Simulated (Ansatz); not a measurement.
**SnSiH4OF (SMILES [F][SnH][O][SiH3]): the energy, rung by rung**

The species is SnSiH4OF (8 atoms), meant as a doublet with charge 0. SMILES: `[F][SnH][O][SiH3]`. Geometry: optimised at B3LYP/def2-SVP. This is one conformer, not always the lowest.

Quantity: the adiabatic ionisation energy (to the singlet cation, shapes relaxed at B3LYP/def2-SVP, no zero-point term), in eV. The values are calculated.

```csv
level,kind,program,value (eV),less CCSD(T)/def2-SVP,CPU time (all runs)
UHF/def2-SVP (core potential),Hartree–Fock,Ansatz,7.88,+0.05,3.2 s
UPBE/def2-SVP (core potential),GGA,Ansatz,8.07,+0.24,5.8 s
UB3LYP/def2-SVP (core potential),global hybrid,Ansatz,8.25,+0.42,8.8 s
U-wB97M-V/def2-SVP (core potential),range-separated hybrid,Ansatz,8.13,+0.30,44 s
UCAM-B3LYP/def2-SVP (core potential),range-separated hybrid,Ansatz,8.25,+0.42,10 s
UB2PLYP/def2-SVP (core potential),double hybrid,Ansatz,8.01,+0.18,13 s
RPA@PBE/def2-SVP (core potential),RPA,Ansatz,7.95,+0.12,13 s
UMP2/def2-SVP (core potential),perturbation theory,Ansatz,7.76,-0.07,3.9 s
UCCSD(T)/def2-SVP (core potential),coupled cluster or CI,Ansatz,7.83,0.00,64 s
```

Differences are taken from UCCSD(T)/def2-SVP (core potential) for orientation; it has basis-set and higher-order errors of its own. Spin-orbit coupling is left out. The values span 7.76 to 8.25 eV. In the correlated wave-function rows the outer d shell of Sn is correlated, in sets not made for it. CPU times are rough (shared hosts, several kinds of processor and program).

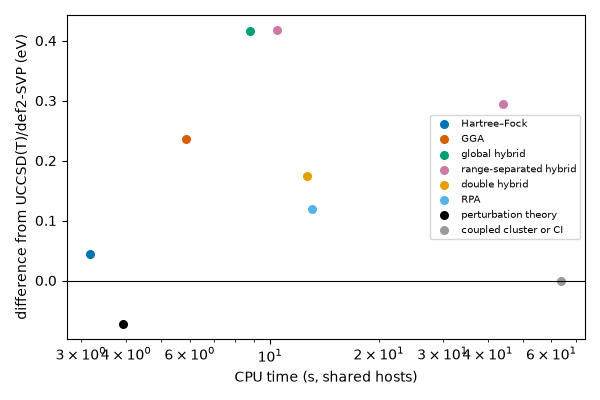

Difference from UCCSD(T)/def2-SVP against processor time, one point a level.
